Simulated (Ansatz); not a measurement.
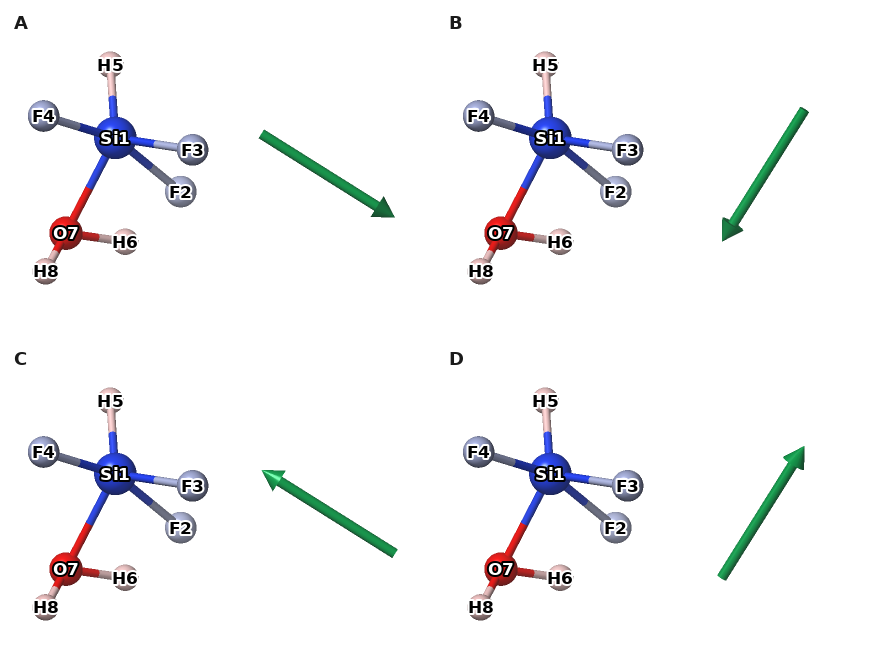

The same molecule four times, each with an arrow. The geometry was computed by a saddle-point search with PBE0-D4/def2-TZVP. Method: RKS PBE0-D4/def2-TZVP (Ansatz 0.2.0).

> Which arrow points along the dipole moment, from the negative to the positive end?

B. The dipole moment is 3.06 D; it points from the side of H5 to the side of H8 (the outermost atoms at the two ends).
